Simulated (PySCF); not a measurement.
**B⁺: dipole response in aug-cc-pCVQZ-DK**

Aim: the static polarisability and the C₆ coefficient of B⁺, method by method.

The numbers are computed with PySCF 2.14.0 (unrestricted determinants in a Gaussian basis, no spin-orbit coupling in the energies), except any that are marked as measured or tabulated.

### Step 1. The system

```
Element     : boron (Z = 5)
Basis       : aug-cc-pCVQZ-DK (9s8p6d4f2g, 109 functions)
Hamiltonian : the spin-free X2C one-electron Hamiltonian (Gaussian nucleus)
State 1     : B⁺: [He] 2s1 2p1, high-spin 3P determinant (an excited configuration)
Methods     : LC-wPBE
```

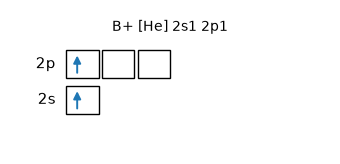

Occupation of the outer shells (arrows by Hund's rule).

One driver process ran all states and methods and kept the integrals in memory. Each run is shown as a PySCF script that sums up its settings (the driver passes frozen orbitals as a list and adds second-order terms of double hybrids); the logs are those of the runs themselves. The driver starts from symmetry-adapted Hartree-Fock orbitals, holds the occupation by maximum overlap and uses a logarithmic radial grid for functionals, so a plain start would take other cycles.

The integrals over 109 functions and the set-up took 0.72 s of CPU time.

### Step 2. B⁺ [He] 2s1 2p1: LC-wPBE

LC-wPBE:

input.py

```python
from pyscf import gto, scf, dft, mp, cc
import basis_set_exchange as bse
mol = gto.M(atom="B 0 0 0", charge=1, spin=2, symmetry="D2h",
            basis=gto.basis.parse(bse.get_basis("aug-cc-pCVQZ-DK", elements=["B"], fmt="nwchem")),
            nucmod="G")
mf = dft.UKS(mol, xc="LC_WPBE").sfx2c1e()
mf.irrep_nelec = {'Ag': (2, 1), 'B2u': (1, 0)}
mf.kernel()
```

The program printed:

```text
damping factor = 0
level_shift factor = 0
DIIS = <class 'pyscf.scf.diis.CDIIS'>
diis_start_cycle = 1
diis_space = 10
diis_damp = 0
SCF conv_tol = 1e-09
SCF conv_tol_grad = None
number electrons alpha = 3  beta = 1
XC functionals = LC_WPBE
    O. A. Vydrov and G. E. Scuseria.,  J. Chem. Phys. 125, 234109 (2006)
cycle= 1 E= -24.1707491585312  delta_E= -0.00294  |g|= 0.0118  |ddm|= 0.253
cycle= 2 E= -24.1708050180032  delta_E= -5.59e-05  |g|= 0.00202  |ddm|= 0.039
cycle= 3 E= -24.1708085660255  delta_E= -3.55e-06  |g|= 0.000372  |ddm|= 0.00761
cycle= 4 E= -24.1708087100076  delta_E= -1.44e-07  |g|= 3.5e-05  |ddm|= 0.00146
cycle= 5 E= -24.1708087113345  delta_E= -1.33e-09  |g|= 4.58e-06  |ddm|= 0.000148
cycle= 6 E= -24.1708087113549  delta_E= -2.04e-11  |g|= 4.6e-07  |ddm|= 2.37e-05
converged SCF energy = -24.1708087113549  <S^2> = 2.0000057  2S+1 = 3.0000038
```

It used 24 s of CPU time after the integrals (shared host).

Orbital energies by shell (radii are means over both spins):

| shell | electrons | mean orbital energy (eV) | spread (eV) | rms radius (bohr) |
| --- | --- | --- | --- | --- |
| 1s α | 1 | -199.72 | 0 | 0.383 |
| 1s β | 1 | -198.72 | 0 | 0.383 |
| 2s α | 1 | -25.339 | 0 | 1.91 |
| 2p α | 1 | -19.359 | 0 | 1.97 |

⟨S²⟩ = 2.000, ⟨L²⟩ = 2.00.

The driver then solved the coupled dipole response at imaginary frequencies: mean α = 7.963 bohr³ (xx, yy, zz: 9.367, 5.157, 9.367), C₆ = 18.19 au for a like pair.

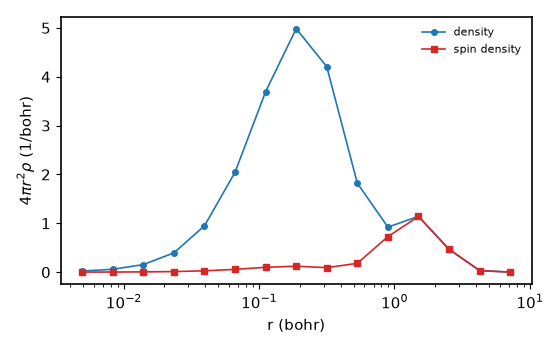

Radial density 4πr²ρ of B⁺ at LC-wPBE, at 15 stored radii joined by straight lines.

### Step 3. Polarisabilities and C₆

B⁺ [He] 2s1 2p1, in atomic units:

| method | mean α | C₆ (like pair) | S(−4) |
| --- | --- | --- | --- |
| LC-wPBE | 7.963 | 18.19 | 73.18 |

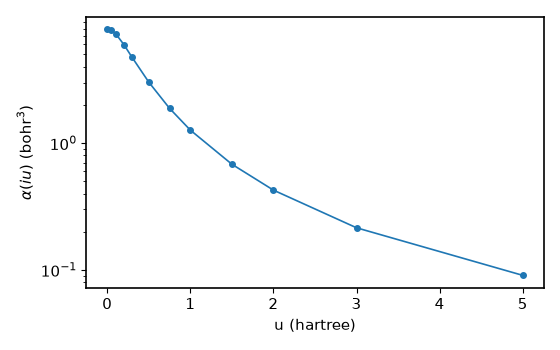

α(iu) of B⁺ [He] 2s1 2p1, the polarisability at imaginary frequency, on a logarithmic scale.

### Step 4. What came out

| quantity | value |
| --- | --- |
| α of B⁺ [He] 2s1 2p1 | 7.963 (LC-wPBE) bohr³ |

In words: A single London oscillator with the computed α and C₆ of B⁺ [He] 2s1 2p1 at LC-wPBE would have ω = 4 C₆ / (3 α²) = 0.383 hartree. All values hold for this basis alone; no basis-set limit was taken.
